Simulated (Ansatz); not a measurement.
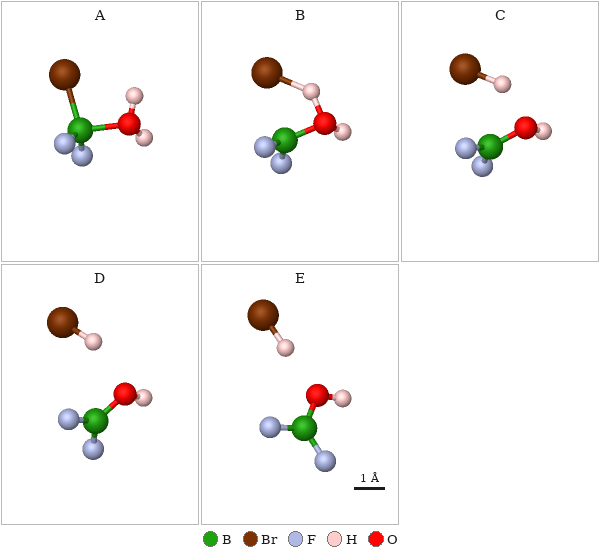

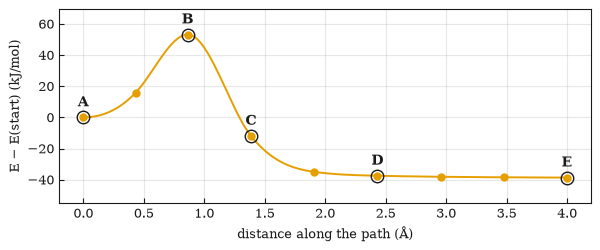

A nudged-elastic-band calculation for BH2OBrF2. Images are numbered from 0 (start) to 8 (end). Frames A to E are images 0, 2, 3, 5, 8. Style: ball-and-stick. Shown face on.

Method: RKS B3LYP-D4/def2-SVP (Ansatz). Run with 7 movable images; climbing image; force threshold 0.03 eV/Å; iteration limit 60; starting path through a guess of the saddle point.

What happens along the path, and what is the barrier?

The highest point, image 2, lies 53.2 kJ/mol above the start and 91.8 kJ/mol above the end; the end is at −38.6 kJ/mol relative to the start. Breaking: B–Br (2.02 → 4.41 Å), H–O (0.98 → 2.01 Å). Forming: Br–H (2.59 → 1.44 Å). The band converged in 19 iterations. The largest component of the band force went from 5.7 to 0.024 eV/Å. The climbing image converged on the top of the path. Its vibrational analysis gives one imaginary mode (975i cm⁻¹), as a transition state must have.

The run took 3.6 min on 2 threads of Intel(R) Xeon(R) Platinum 8488C (Sapphire Rapids), on a shared host, peak memory 0.23 GiB.
